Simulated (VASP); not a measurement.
Band structure of ZrC (rock salt). Calculation: revPBE GGA, VASP's PBE PAW potentials (set 64) (plane waves; VASP).

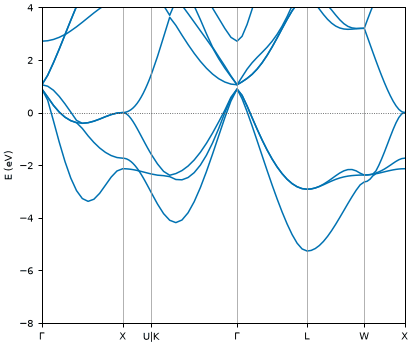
Fig. 1. Bands along high-symmetry lines, zero at the valence-band maximum or, without a gap, the Fermi level

Task: Read the plot: is there a gap, and where are the band edges?

Result: It has no gap at this level: it comes out as a metal or semimetal. (Edges off the drawn lines would not show.)

The compound is ZrC in the rock salt structure. It was relaxed first.
